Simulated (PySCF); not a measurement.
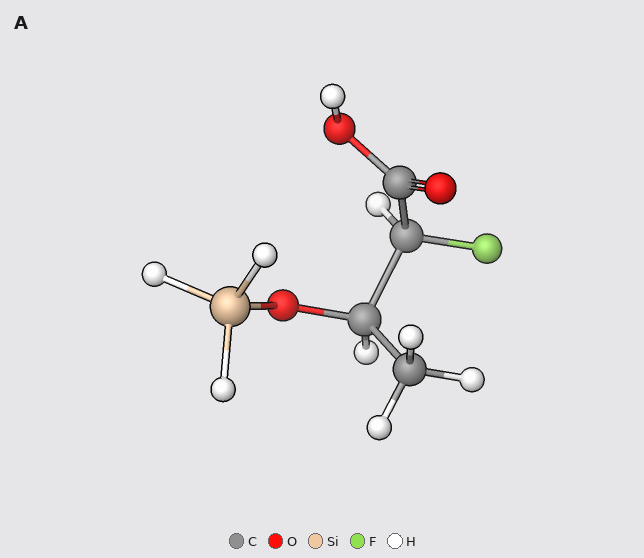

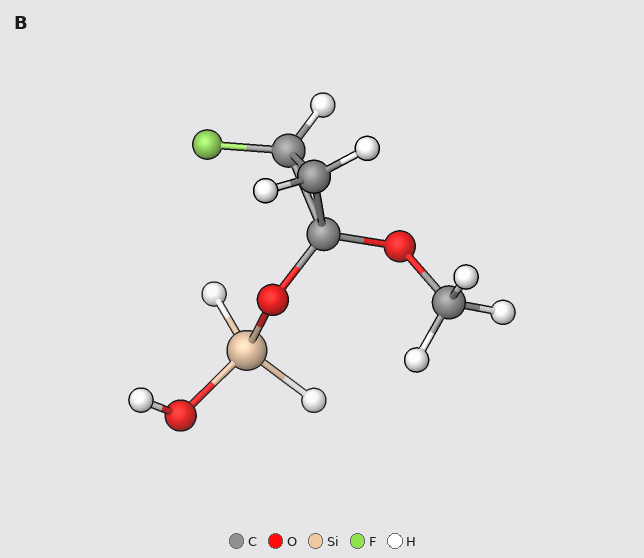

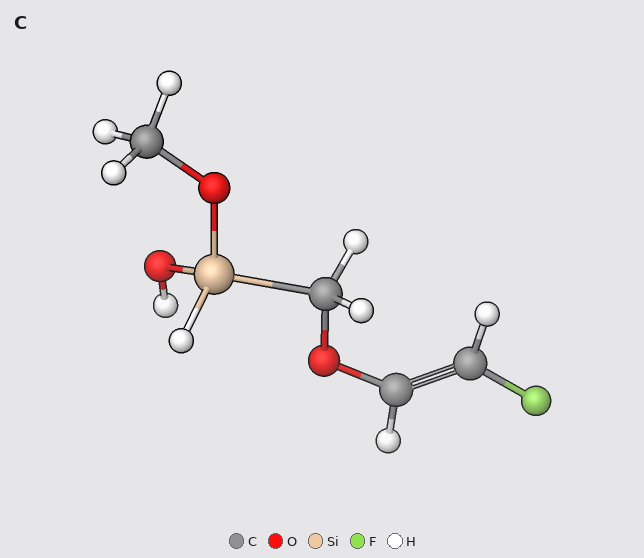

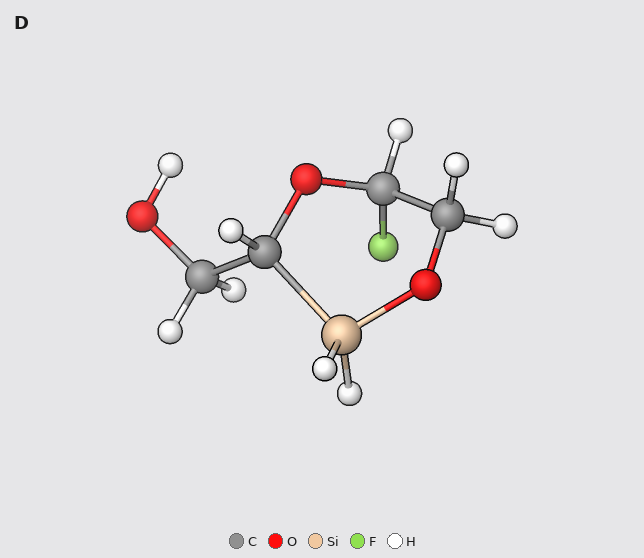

4 stationary structures of one formula. Geometries: GFN2-xTB. Electronic energies: PBE0/pcSseg-1 (PySCF 2.14.0), without zero-point energy. No frequency run is at hand to confirm each as a minimum. Each is one conformer, not always the lowest.

> Are they conformers, stereoisomers or constitutional isomers?

They are constitutional isomers of C4H9FO3Si: A `C[C@@H](O[SiH3])[C@H](F)C(=O)O`, B `CO[C@@]1(O[SiH2]O)C[C@@H]1F`, C `CO[Si@@H](O)CO/C=C/F`, D `OC[C@@H]1O[C@H](F)CO[SiH2]1`.

> Rank them by energy, lowest first.

A is lowest; C lies 0.168 eV above it, B lies 0.290 eV above it, D lies 0.581 eV above it.

The geometry is semi-empirical. Around Si such bond lengths and angles can be off by a tenth of an ångström or more and by several degrees, and values that hang on the shape move with them.
